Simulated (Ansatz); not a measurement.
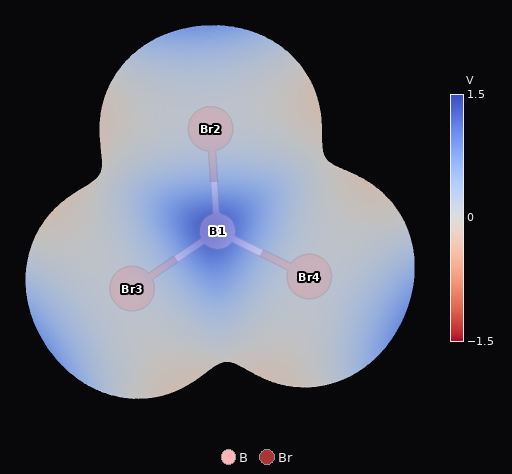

*BBr$_{3}$ (SMILES BrB(Br)Br). The molecular electrostatic potential painted on the density surface at 0.002 e/bohr³, seen across its widest extent; the colour scale runs from red (negative) to blue (positive).*

Geometry: PBE0-D3(BJ)/def2-SVP.

These are results of isolated molecule in a Gaussian basis; Kohn-Sham density functional theory, functional PBE0 (Ansatz), not measurements.

> Where is the surface potential most negative and most positive?

The most negative region (about −0.2 V) lies over Br2, Br3 and Br4, the most positive (about +1.2 V) over B1. Br2 shows a σ-hole: about +0.9 V at the tip opposite its bond, against about 0.0 V on its flanks. Br3 shows a σ-hole: about +0.8 V at the tip opposite its bond, against about 0.0 V on its flanks. Br4 shows a σ-hole: about +0.9 V at the tip opposite its bond, against about 0.0 V on its flanks.
